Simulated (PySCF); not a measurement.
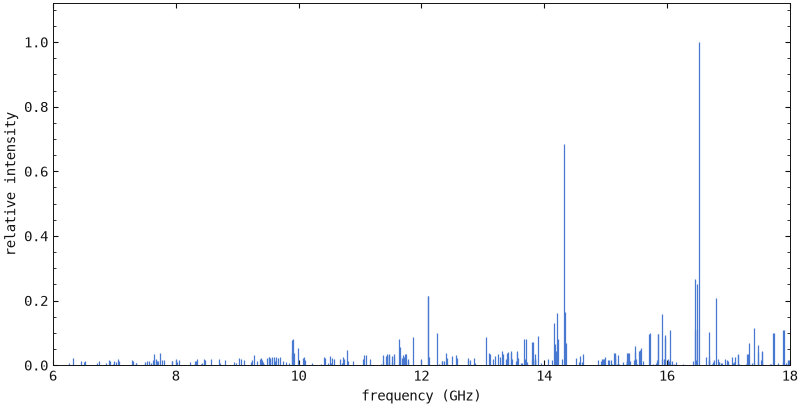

Simulated rotational absorption lines between 6 and 18 GHz at 10 K: rigid rotor with the equilibrium constants and dipole of one optimised conformer (PBE0-D3(BJ)/def2-SVP, PySCF 2.14.0), commonest isotopes; no centrifugal distortion, hyperfine structure, internal rotation or nuclear-spin weights; lines within 1 MHz of each other are summed.

> Which molecule gives this spectrum?
A. C₄H₇B, SMILES B/C=C\C=C
B. C₅H₇FO₂, SMILES C/C=C(/OC)C(=O)F
C. C₃H₉Al, SMILES CC[CH2][AlH2], singlet

Option B. Rotational constants A, B, C = 2.411, 1.985, 1.104 GHz, |μa|, |μb|, |μc| = 3.21, 2.29, 0.00 D.

Known limits of this run: coarse grid, loose stop and no frequency check, small forces are noise and the end may be a saddle.
